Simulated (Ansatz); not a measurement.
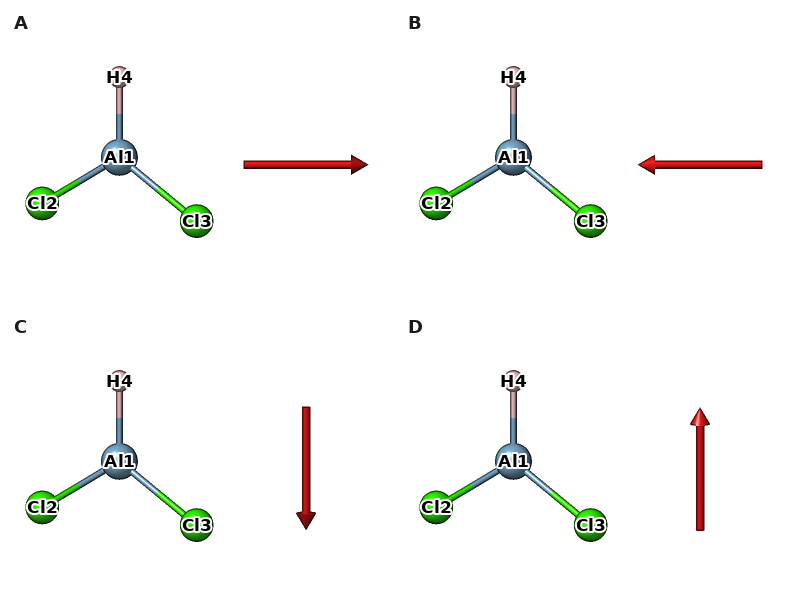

The same molecule four times, each with an arrow. The computed structure is the end point of a PBE0-D4/def2-TZVP optimisation. Properties computed with RKS PBE0-D4/def2-TZVP (Ansatz 0.2.0).

> Which arrow points along the dipole moment, from the negative to the positive end?

D. The dipole moment is 1.02 D; it points from the side of Cl2, Cl3 to the side of H4 (the outermost atoms at the two ends).
